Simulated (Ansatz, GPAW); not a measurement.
**Work function of OH/Nb(110) at several levels**

Aim: the work function of both faces of OH/Nb(110), and its spread over functionals and bases.

Main program and level: GPAW 26.7.0 and Ansatz 0.2.0; Ansatz plane waves; slab in vacuum with a dipole correction, relaxation, in the first sound run; inputs show where later runs differ.

## Step 1: Set-up

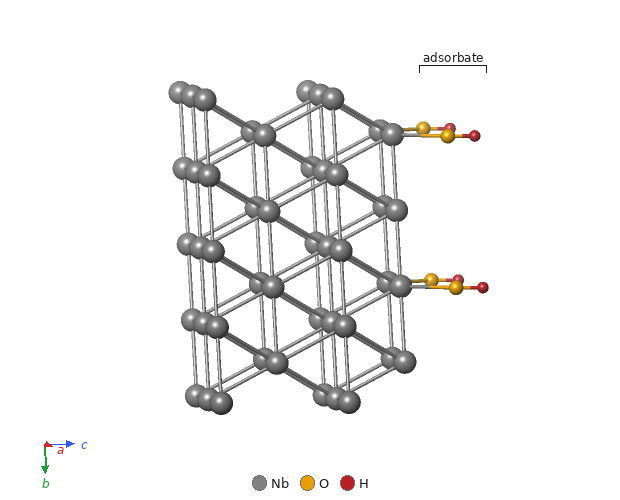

The starting structure, seen from the side, with the c axis across the page (niobium grey, oxygen orange, hydrogen red). 1×2×1 cells are drawn. Some periodic images of atoms are drawn too.

The cell holds 18 atoms: 16 Nb, 1 O and 1 H. Cell: a = 5.716 Å, b = 5.716 Å, c = 23.783 Å, α = 90.0°, β = 90.0°, γ = 70.5°. Vacuum lies along c.

## Step 2: Relaxing the atoms

Forces are removed first; all later runs use this geometry. The lowest 8 atoms are held at bulk positions and keep their forces.

input.yaml

```yaml
crystal:
  lattice:
    - [4.6669047558, -3.3, 0.0]
    - [4.6669047558, 3.3, 0.0]
    - [0.0, 0.0, 23.782612665]
  atoms:
    - { symbol: Nb, position: [0.0, 0.0, 0.2943326748] }
    - { symbol: Nb, position: [0.25, 0.25, 0.392448572] }
    - { symbol: Nb, position: [0.0, 0.0, 0.4905644691] }
    - { symbol: Nb, position: [0.25, 0.25, 0.5886803662] }
    - { symbol: Nb, position: [0.0, 0.5, 0.2943326748] }
    - { symbol: Nb, position: [0.25, 0.75, 0.392448572] }
    - { symbol: Nb, position: [0.0, 0.5, 0.4905644691] }
    - { symbol: Nb, position: [0.25, 0.75, 0.5886803662] }
    - { symbol: Nb, position: [0.5, 0.0, 0.2943326748] }
    - { symbol: Nb, position: [0.75, 0.25, 0.392448572] }
    - { symbol: Nb, position: [0.5, 0.0, 0.4905644691] }
    - { symbol: Nb, position: [0.75, 0.25, 0.5886803662] }
    - { symbol: Nb, position: [0.5, 0.5, 0.2943326748] }
    - { symbol: Nb, position: [0.75, 0.75, 0.392448572] }
    - { symbol: Nb, position: [0.5, 0.5, 0.4905644691] }
    - { symbol: Nb, position: [0.75, 0.75, 0.5886803662] }
    - { symbol: O, position: [0.0, 0.25, 0.6644607507] }
    - { symbol: H, position: [0.0, 0.25, 0.7056673252] }
kpoints:
  mp_grid: { grid: [6, 6, 1] }
hamiltonian:
  xc: pbe
scf:
  occupations: { method: fermi_dirac, width: 0.1 }
efield:
  axis: 3
  dipole_correction: true
  ramp_width: 0.05
relax:
  f_tol: 0.02
  max_steps: 60
  constraints: [{ sites: [0, 1, 4, 5, 8, 9, 12, 13] }]
output:
  write_potential: true
  write_density: true
  volumetric_format: npy
```

Started as:

```bash
ansatz run input.yaml --threads 4 --pin off --max-ram 8192MiB --backend cpu --events-out ev --progress --plain --runs-dir out
```

Numbers of over 12 decimals in the logs are rounded to 6 here.

Output:

```text
Engine: ansatz 0.2.0, aarch64-unknown-linux-gnu
Pseudopotentials: kind: paw
Pseudopotential: Nb, paw, valence charge 13, recommended cutoff 420 eV (normal), Nb.paw.azcp
Pseudopotential: O, paw, valence charge 6, recommended cutoff 420 eV (normal), O.paw.azcp
Pseudopotential: H, paw, valence charge 1, recommended cutoff 420 eV (normal), H.paw.azcp
Functional definition: PBE
  parameter kappa = 0.804
  parameter beta = 0.066725
  exchange = pbe_x(kappa = kappa, mu = beta*pi^2/3)
  correlation = pbe_c(beta = beta)
Crystal: 18 atoms, lattice volume = 732.542 Å³
Basis set: ecut = 420 eV, 14295 PW (Γ), exchange–correlation on 80×80×320 points (8 copies of the dense FFT grid, shifted against one another)
Bands: 129, of which v1, the nominal top of the filled ones, is band 108 counted from 1 (107 counted from 0)
Symmetry: 2 space group operations
Space group: P2 (ITA 3), of the structure as read, at distance tolerance 9.0e-5 Å
k-points: 20 of 36
Non-local potential: Nb, projectors of the file, l = 0: 3, l = 1: 2, l = 2: 2, l = 3: 1
Non-local potential: O, projectors of the file, l = 0: 2, l = 1: 2, l = 2: 1
Non-local potential: H, projectors of the file, l = 0: 2, l = 1: 1
PAW form: soft (Blöchl's): semilocal exchange-correlation on the pseudo side does not see the compensation charge
PAW one-centre angular grid: Nb, 590 points (default); XC on 64 Gauss nodes
PAW one-centre angular grid: O, 110 points (default); XC on 64 Gauss nodes
PAW one-centre angular grid: H, 110 points (default); XC on 64 Gauss nodes
Initial density: superposition of atomic densities (neutral atoms: chi_scale 0, normalization atom), corrected by the library's trained network
Initial wavefunctions: pseudopotential atomic-orbital guess
Functional: x = pbe(κ = 0.804, μ = 0.219515), c = pbe(β = 0.066725)
SCF iter   1: F=—  HF=-73413.536844 eV  |F-HF|=—  |Δ(HF+E_count)|=         —  Δρ=1.01e-2  dr2=1.27e1  ethr=1.77e-3  p=0.203 e·Å  D=5.01e-2 V/Å  ΔV_dip=-1.19 eV  dr2_dipole=3.92e-1  V_vac-E_F(+/−)=3.63/4.82 eV  ⟨swp⟩=7.9  Hψ=11066  notcnv=0
efield: sawtooth ramp at fractional position 0.9750 (placed from the atoms, in the widest stretch of the axis that holds none; the zero of the levels goes with the place), width 0.0500; the density the first Hamiltonian is built on has a dipole p = 0.203 e·Å; the dipole correction subtracts the counter field D = 5.01e-2 V/Å, which shifts the + side's vacuum level by -1.19 eV against the − side's; the planar-averaged density in the ramp window peaks in size at 2.6e-5 e/Å³
preconditioner: auto → LDOS  [metal: Δε(μ)=0.016 eV  Ē_g=3.431 eV  σ=0.100 eV  W_gap=0.04  n_scr=120 (ndim 8)  ℏωp=12.6 eV  f_vac=0.515  D(μ)=19.53/eV (n_scr^D=120)  β→1.0]
SCF iter   2: F=—  HF=-73413.142092 eV  |F-HF|=—  |Δ(HF+E_count)|=   3.95e-1  Δρ=3.21e-3  dr2=6.21e-1  ethr=1.77e-3  p=0.206 e·Å  D=5.09e-2 V/Å  ΔV_dip=-1.21 eV  dr2_dipole=1.58e-3  V_vac-E_F(+/−)=3.28/4.50 eV  ⟨swp⟩=3.0  Hψ=3385  notcnv=0  defer=2
SCF iter   3: F=—  HF=-73413.129611 eV  |F-HF|=—  |Δ(HF+E_count)|=   1.25e-2  Δρ=9.62e-4  dr2=3.25e-2  ethr=2.89e-4  p=0.204 e·Å  D=5.03e-2 V/Å  ΔV_dip=-1.20 eV  dr2_dipole=4.62e-4  V_vac-E_F(+/−)=3.35/4.55 eV  ⟨swp⟩=2.2  Hψ=3739  notcnv=0
SCF iter   4: F=—  HF=-73413.127571 eV  |F-HF|=—  |Δ(HF+E_count)|=   2.04e-3  Δρ=2.89e-4  dr2=1.03e-3  ethr=1.51e-5  p=0.205 e·Å  D=5.07e-2 V/Å  ΔV_dip=-1.20 eV  dr2_dipole=1.08e-4  V_vac-E_F(+/−)=3.33/4.53 eV  ⟨swp⟩=3.0  Hψ=5021  notcnv=0  defer=1
SCF iter   5: F=—  HF=-73413.127074 eV  |F-HF|=—  |Δ(HF+E_count)|=   4.97e-4  Δρ=7.91e-5  dr2=1.53e-4  ethr=4.79e-7  p=0.205 e·Å  D=5.06e-2 V/Å  ΔV_dip=-1.20 eV  dr2_dipole=3.81e-7  V_vac-E_F(+/−)=3.33/4.53 eV  ⟨swp⟩=2.5  Hψ=4440  notcnv=0
SCF iter   6: F=-73413.127100 eV  HF=-73413.127097 eV  |F-HF|=2.64e-6  |Δ(HF+E_count)|=   2.29e-5  Δρ=3.00e-5  dr2=7.90e-6  ethr=4.65e-9  p=0.204 e·Å  D=5.05e-2 V/Å  ΔV_dip=-1.20 eV  dr2_dipole=1.18e-8  V_vac-E_F(+/−)=3.33/4.53 eV  ⟨swp⟩=11.9  Hψ=25112  notcnv=0
SCF 1 converged in 6 iterations: F = -73413.127100 eV  dr2 = 7.90e-6
  greatest PAW one-centre occupation: 0.998 electrons in one spin orbital (limit 2), on the Nb atom at site 13 (counted from 0), in its partial waves of l = 0
relax step   1: F+E_penalty+E_count = -73413.12709967 eV  Δ(F+E_penalty+E_count) = +0.000e0 eV  max|allowed force component| = 1.313e0 eV/Å  Δτ_max = 0.0000 Å  (6 SCF iters, dr2 threshold 1.00e-5 eV, accepted)
Initial density: handed on by an earlier stage of this run
Initial wavefunctions: those handed on with the density
iter 1 solved again at ethr=1.48e-3 eV; its pass at ethr=3.10e-3 eV (dr2=3.17e0 eV) is discarded
SCF iter   1: F=—  HF=-73413.654269 eV  |F-HF|=—  |Δ(HF+E_count)|=         —  Δρ=1.42e-2  dr2=3.24e0  ethr=1.48e-3  p=0.204 e·Å  D=5.05e-2 V/Å  ΔV_dip=-1.20 eV  dr2_dipole=2.51e-1  V_vac-E_F(+/−)=3.32/4.53 eV  ⟨swp⟩=1.2  Hψ=10330  notcnv=0
efield: sawtooth ramp at fractional position 0.9750 (handed on by an earlier solve), width 0.0500; the density the first Hamiltonian is built on has a dipole p = 0.204 e·Å; the dipole correction subtracts the counter field D = 5.05e-2 V/Å, which shifts the + side's vacuum level by -1.20 eV against the − side's; the planar-averaged density in the ramp window peaks in size at 6.0e-6 e/Å³
preconditioner: auto → LDOS  [metal: Δε(μ)=0.019 eV  Ē_g=3.461 eV  σ=0.100 eV  W_gap=0.05  n_scr=120 (ndim 8)  ℏωp=12.6 eV  f_vac=0.518  D(μ)=19.66/eV (n_scr^D=120)  β→1.0]
SCF iter   2: F=—  HF=-73413.467883 eV  |F-HF|=—  |Δ(HF+E_count)|=   1.86e-1  Δρ=5.12e-3  dr2=3.21e-1  ethr=1.48e-3  p=0.295 e·Å  D=7.28e-2 V/Å  ΔV_dip=-1.73 eV  dr2_dipole=6.86e-2  V_vac-E_F(+/−)=2.81/4.54 eV  ⟨swp⟩=5.2  Hψ=5265  notcnv=0
SCF iter   3: F=—  HF=-73413.421793 eV  |F-HF|=—  |Δ(HF+E_count)|=   4.61e-2  Δρ=2.18e-3  dr2=6.35e-2  ethr=1.49e-4  p=0.239 e·Å  D=5.89e-2 V/Å  ΔV_dip=-1.40 eV  dr2_dipole=6.00e-4  V_vac-E_F(+/−)=3.13/4.53 eV  ⟨swp⟩=4.0  Hψ=5459  notcnv=0
SCF iter   4: F=—  HF=-73413.408994 eV  |F-HF|=—  |Δ(HF+E_count)|=   1.28e-2  Δρ=4.77e-4  dr2=3.16e-3  ethr=2.95e-5  p=0.241 e·Å  D=5.94e-2 V/Å  ΔV_dip=-1.41 eV  dr2_dipole=2.88e-4  V_vac-E_F(+/−)=3.11/4.53 eV  ⟨swp⟩=2.4  Hψ=4187  notcnv=0
SCF iter   5: F=—  HF=-73413.408740 eV  |F-HF|=—  |Δ(HF+E_count)|=   2.55e-4  Δρ=1.12e-4  dr2=1.66e-4  ethr=1.47e-6  p=0.241 e·Å  D=5.96e-2 V/Å  ΔV_dip=-1.42 eV  dr2_dipole=1.68e-5  V_vac-E_F(+/−)=3.11/4.53 eV  ⟨swp⟩=2.9  Hψ=3914  notcnv=0
[...]
relax step   3: F+E_penalty+E_count = -73413.54354872 eV  Δ(F+E_penalty+E_count) = -1.347e-1 eV  max|allowed force component| = 2.383e-1 eV/Å  Δτ_max = 0.1183 Å  (6 SCF iters, dr2 threshold 3.41e-5 eV, accepted)
[...]
relax step   4: F+E_penalty+E_count = -73413.56191222 eV  Δ(F+E_penalty+E_count) = -1.836e-2 eV  max|allowed force component| = 7.685e-2 eV/Å  Δτ_max = 0.0419 Å  (6 SCF iters, dr2 threshold 5.92e-6 eV, accepted)
[...]
relax step   5: F+E_penalty+E_count = -73413.56505089 eV  Δ(F+E_penalty+E_count) = -3.139e-3 eV  max|allowed force component| = 2.234e-2 eV/Å  Δτ_max = 0.0129 Å  (6 SCF iters, dr2 threshold 6.14e-7 eV, accepted)
SCF iter   1: F=—  HF=-73413.565804 eV  |F-HF|=—  |Δ(HF+E_count)|=         —  Δρ=2.40e-4  dr2=9.80e-4  ethr=4.08e-6  p=0.237 e·Å  D=5.86e-2 V/Å  ΔV_dip=-1.39 eV  dr2_dipole=8.24e-5  V_vac-E_F(+/−)=3.13/4.53 eV  ⟨swp⟩=2.5  Hψ=4053  notcnv=0
efield: sawtooth ramp at fractional position 0.9750 (handed on by an earlier solve), width 0.0500; the density the first Hamiltonian is built on has a dipole p = 0.237 e·Å; the dipole correction subtracts the counter field D = 5.86e-2 V/Å, which shifts the + side's vacuum level by -1.39 eV against the − side's; the planar-averaged density in the ramp window peaks in size at 5.0e-6 e/Å³
preconditioner: auto → LDOS  [metal: Δε(μ)=0.014 eV  Ē_g=3.478 eV  σ=0.100 eV  W_gap=0.04  n_scr=120 (ndim 8)  ℏωp=12.6 eV  f_vac=0.517  D(μ)=19.83/eV (n_scr^D=120)  β→1.0]
SCF iter   2: F=—  HF=-73413.565734 eV  |F-HF|=—  |Δ(HF+E_count)|=   7.00e-5  Δρ=8.01e-5  dr2=1.28e-4  ethr=4.56e-7  p=0.238 e·Å  D=5.87e-2 V/Å  ΔV_dip=-1.40 eV  dr2_dipole=7.64e-6  V_vac-E_F(+/−)=3.13/4.53 eV  ⟨swp⟩=2.0  Hψ=3857  notcnv=0
SCF iter   3: F=—  HF=-73413.565734 eV  |F-HF|=—  |Δ(HF+E_count)|=   2.50e-7  Δρ=4.01e-5  dr2=3.66e-5  ethr=5.93e-8  p=0.237 e·Å  D=5.86e-2 V/Å  ΔV_dip=-1.39 eV  dr2_dipole=2.95e-7  V_vac-E_F(+/−)=3.13/4.53 eV  ⟨swp⟩=3.0  Hψ=5085  notcnv=0
SCF iter   4: F=—  HF=-73413.565157 eV  |F-HF|=—  |Δ(HF+E_count)|=   5.77e-4  Δρ=9.18e-6  dr2=1.37e-6  ethr=1.70e-8  p=0.237 e·Å  D=5.86e-2 V/Å  ΔV_dip=-1.39 eV  dr2_dipole=2.91e-8  V_vac-E_F(+/−)=3.13/4.53 eV  ⟨swp⟩=2.5  Hψ=4181  notcnv=0
SCF iter   5: F=—  HF=-73413.565157 eV  |F-HF|=—  |Δ(HF+E_count)|=   9.09e-9  Δρ=2.25e-6  dr2=1.18e-7  ethr=6.37e-10  p=0.237 e·Å  D=5.86e-2 V/Å  ΔV_dip=-1.39 eV  dr2_dipole=3.12e-9  V_vac-E_F(+/−)=3.13/4.53 eV  ⟨swp⟩=3.0  Hψ=3886  notcnv=0
SCF iter   6: F=-73413.565157 eV  HF=-73413.565157 eV  |F-HF|=1.40e-9  |Δ(HF+E_count)|=   3.65e-8  Δρ=7.05e-7  dr2=7.42e-9  ethr=4.65e-11  p=0.237 e·Å  D=5.86e-2 V/Å  ΔV_dip=-1.39 eV  dr2_dipole=9.73e-11  V_vac-E_F(+/−)=3.13/4.53 eV  ⟨swp⟩=10.2  Hψ=18513  notcnv=0
SCF 6 converged in 6 iterations: F = -73413.565157 eV  dr2 = 7.42e-9
relax step   6: F+E_penalty+E_count = -73413.56515744 eV  Δ(F+E_penalty+E_count) = -1.065e-4 eV  max|allowed force component| = 8.630e-3 eV/Å  Δτ_max = 0.0035 Å  (6 SCF iters, accepted)
NSCF: frozen V_eff on 20 k-points
the band table was solved once a step of the walk had ended and its energy, with any forces and stress, was formed, with the checks that follow a solve (11342 applications of the Hamiltonian). They found nothing against the state; the energy, forces and stress were not computed again (output.eigenvalues in the input reference)
WARN: The output density's exchange-correlation potential varies sharply where the density is thin. Do not read a vacuum level from v_tot or v_xc, or from such a field of the output density. On a cell that repeats whose density bears no net charge and no dipole along the vacuum's axis use v_es (v_loc + v_h of the components); under efield.dipole_correction with no amplitude use v_es + v_field, which holds any externa [...]
SCF converged after 6 iterations
Free energy (F): -73413.565157 eV
Harris-Foulkes:  -73413.565157 eV  (|F-HF|=1.40e-9)
Internal energy: -73412.901753 eV  (E = F + TS)
E sigma→0 (E₀):  -73413.233455 eV
Entropy (-TS):   -0.663405 eV (-36.856 meV/atom)
Fermi energy:    5.025491 eV
Dipole field:    D = 0.058627 V/Å  (p = 0.237337 e·Å, saw-weighted, corrected)
Work function:   Φ+ = 3.1330 eV   Φ− = 4.5273 eV
Levels:          The Fermi level and band energies are counted from a zero that moves with the ramp; work functions are not
--- Per-component energies (eV) ---
  E_band       = -3802.192153
  E_kinetic    = 6491.044208
  E_local      = -205266.984097  (includes V_loc(G=0)·N_el)
  E_nonlocal   = 1975.237989
  E_hartree    = 99121.167408
  E_xc         = -2880.795576
  E_vxc        = -3498.557174  (∫ρ·V_xc dr)
  E_paw        = -49334.738580  (= ΣΔE_a)
  E_vpaw       = -1760.690360  (= ΣTr[D̂ρ^β])
  E_aug_tail   = 0.001371  (compensation charges beyond the density's cutoff)
  E_efield     = 0.006957  (sawtooth field / dipole correction)
  E_vefield    = 15.424190  (∫n·V_field dr)
  E_ewald      = 76482.158566
  E_smearing   = -0.663405  (= −TS)
  E_closure    = -0.000000  (closes the sum)
  Σ components = -73413.565157   (vs F -73413.565157, Δ=0.00e0)
--- Forces (eV/Å), atoms counted from 1 ---
  atom   1  Nb     0.01554011    -0.00249239     0.31119341
  atom   2  Nb    -0.01835643    -0.00960674    -0.27950818
  atom   3  Nb    -0.00079884     0.00128281    -0.00049828
  atom   4  Nb     0.00807609     0.00275288    -0.00268514
  atom   5  Nb    -0.01554011     0.00249239     0.31119341
  atom   6  Nb    -0.06794009     0.05648985    -0.36426375
  atom   7  Nb     0.00079884    -0.00128281    -0.00049828
  atom   8  Nb    -0.00862979     0.00298866     0.00275899
  atom   9  Nb     0.01895006     0.00651285     0.32941897
  atom  10  Nb     0.01835643     0.00960674    -0.27950818
  atom  11  Nb    -0.00094980     0.00197341     0.00176171
  atom  12  Nb    -0.00807609    -0.00275288    -0.00268514
  atom  13  Nb    -0.01895006    -0.00651285     0.32941897
  atom  14  Nb     0.06794009    -0.05648985    -0.36426375
  atom  15  Nb     0.00094980    -0.00197341     0.00176171
  atom  16  Nb     0.00862979    -0.00298866     0.00275899
  atom  17  O      0.00000000     0.00000000     0.00472439
  atom  18  H      0.00000000     0.00000000    -0.00116811
  max |Σ_I F_I| component: 8.83e-5 eV/Å
--- Band table (eV; the first three rows and the last of 20) ---
  k-point 0: bands = [... 104 lower, 5.2017, 5.2516, 5.3466, 5.3828, 5.6834, 5.7248, 6.5194, 6.5609, ... 17 higher]
  k-point 1: bands = [... 104 lower, 5.0182, 5.1068, 5.1686, 5.2956, 5.4700, 5.7499, 6.0385, 6.1685, ... 17 higher]
  k-point 2: bands = [... 104 lower, 4.7367, 4.8163, 4.8621, 4.9379, 5.1408, 5.3122, 5.3639, 5.4091, ... 17 higher]
  k-point 19: bands = [... 104 lower, 4.7703, 5.0207, 5.0407, 5.1569, 5.1677, 5.1905, 5.1920, 5.2907, ... 17 higher]
--- Relaxed structure (6 steps of the walk, 6 accepted, 0 SCFs on fresh bases) ---
  F+E_penalty+E_count = -73413.56515744 eV   max|allowed force component| = 8.630e-3 eV/Å
  atoms:
    - { symbol: Nb, position: [0.0, 0.0, 0.2943326748] }
    - { symbol: Nb, position: [0.25, 0.25, 0.392448572] }
    - { symbol: Nb, position: [0.000289714, 0.00033705, 0.492403] }
    - { symbol: Nb, position: [0.259750, 0.248104, 0.590380] }
    - { symbol: Nb, position: [0.0, 0.5, 0.2943326748] }
    - { symbol: Nb, position: [0.25, 0.75, 0.392448572] }
    - { symbol: Nb, position: [-0.000289714, 0.499663, 0.492403] }
    - { symbol: Nb, position: [0.254917, 0.733399, 0.584683] }
    - { symbol: Nb, position: [0.5, 0.0, 0.2943326748] }
    - { symbol: Nb, position: [0.75, 0.25, 0.392448572] }
    - { symbol: Nb, position: [0.502412, 4.0867356456086856e-5, 0.490684] }
    - { symbol: Nb, position: [0.740250, 0.251896, 0.590380] }
    - { symbol: Nb, position: [0.5, 0.5, 0.2943326748] }
    - { symbol: Nb, position: [0.75, 0.75, 0.392448572] }
    - { symbol: Nb, position: [0.497588, 0.499959, 0.490684] }
    - { symbol: Nb, position: [0.745083, 0.766601, 0.584683] }
    - { symbol: O, position: [0.0, 0.25, 0.654627] }
    - { symbol: H, position: [0.0, 0.25, 0.695343] }
```

Run time: 8.9 min. Hardware: 4 threads of Arm Neoverse N1, shared host; peak memory 2.6 GiB; 35 min of CPU time.

This run has no spin polarisation although its electron count is odd.

Relaxation path:

```
step  energy less that of the first step (eV)  largest force component (eV/Å)
   1                                   0.0000                          1.3132
   2                                  -0.2817                          0.7383
   3                                  -0.4164                          0.2383
   4                                  -0.4348                          0.0769
   5                                  -0.4380                          0.0223
   6                                  -0.4381                          0.0086
```

The run keeps the 2 symmetry operations that it works with, so distortions that break them were not tested.

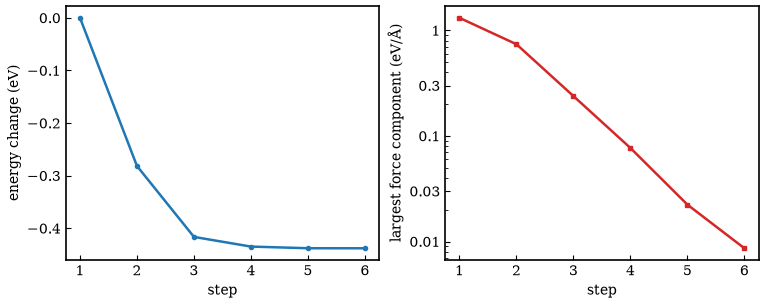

Energy and largest force along the relaxation.

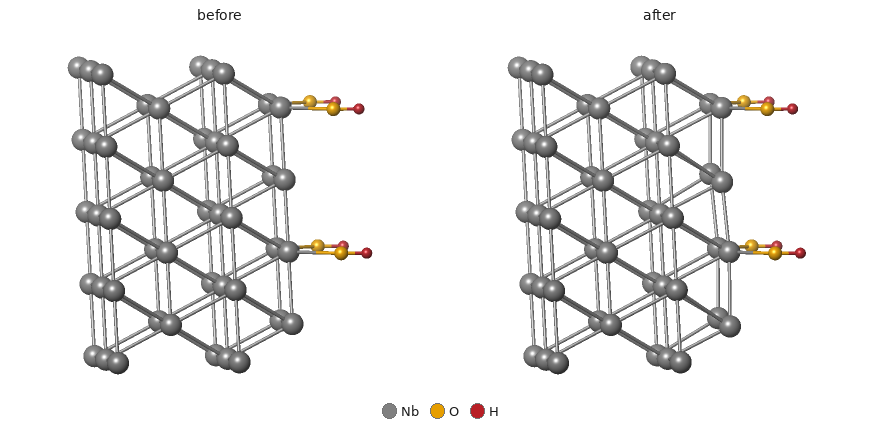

Before and after, at one scale.

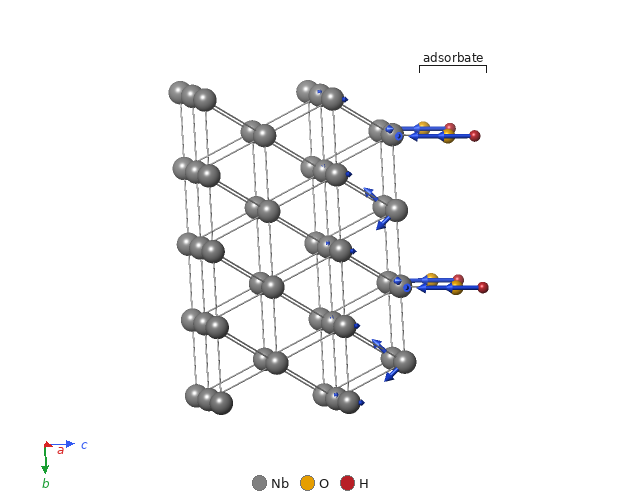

Displacements in the relaxation, exaggerated; the longest in the cell stands for 0.25 Å. 1×2×1 cells are drawn. Some periodic images of atoms are drawn too.

The atoms that moved most (Å):

```
atom      dx      dy      dz  length
 H18   0.000   0.000  -0.246   0.246
 O17   0.000   0.000  -0.234   0.234
 Nb8  -0.055  -0.071  -0.095   0.131
Nb16   0.055   0.071  -0.095   0.131
 Nb4   0.037  -0.038   0.040   0.067
Nb12  -0.037   0.038   0.040   0.067
 Nb3   0.003   0.000   0.044   0.044
 Nb7  -0.003   0.000   0.044   0.044
```

Final coordinates:

```
Nb O H
1.0
     4.66690   -3.30000    0.00000
     4.66690    3.30000    0.00000
     0.00000    0.00000   23.78261
Nb O H
16 1 1
Direct
  0.00000 0.00000 0.29433
  0.25000 0.25000 0.39245
  0.00029 0.00034 0.49240
  0.25975 0.24810 0.59038
  0.00000 0.50000 0.29433
  0.25000 0.75000 0.39245
  0.99971 0.49966 0.49240
  0.25492 0.73340 0.58468
  0.50000 0.00000 0.29433
  0.75000 0.25000 0.39245
  0.50241 0.00004 0.49068
  0.74025 0.25190 0.59038
  0.50000 0.50000 0.29433
  0.75000 0.75000 0.39245
  0.49759 0.49996 0.49068
  0.74508 0.76660 0.58468
  0.00000 0.25000 0.65463
  0.00000 0.25000 0.69534
```

This step gave:

```
free energy             : -73413.5652 eV
smearing term TS        : 0.6634 eV
symmetry operations     : 2
upper work function     : 3.133 eV
lower work function     : 4.527 eV
dipole along the normal : 0.2373 e·Å
dipole field            : 0.05863 V/Å
vacuum level above      : 8.159 eV
vacuum level below      : 9.553 eV
```

(Part 1 of 3 ends here.)

[Logs are printed without paths, hosts, clocks, repeated set-up lines and the standing remarks that a program may print on its own settings, such as how far it seeks lower states.]

[Hosts, paths, dates, database ids (printed as entryN), source tags and the programs' standing remarks are cut or masked in the printed files.]
